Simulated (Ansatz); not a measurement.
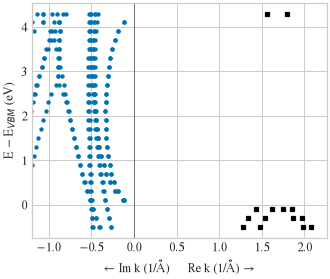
Complex bands at the centre of the two-dimensional zone; r2SCAN (Ansatz, a program for electronic structure)

The gap is the functional's own, uncorrected, and κ follows it; spin-orbit coupling is left out. Mid-gap means the computed energy nearest the middle.

Q: This is BN (P6_3/mmc, 4 atoms a cell, 9.1 Å³ an atom) along the normal of (110). Read off the slowest decay at the centre of the two-dimensional zone at 2.10 eV, the computed energy nearest the middle of the gap.

A: κ ≈ 0.33 1/Å, a decay length 1/(2κ) of the density of 1.5 Å.
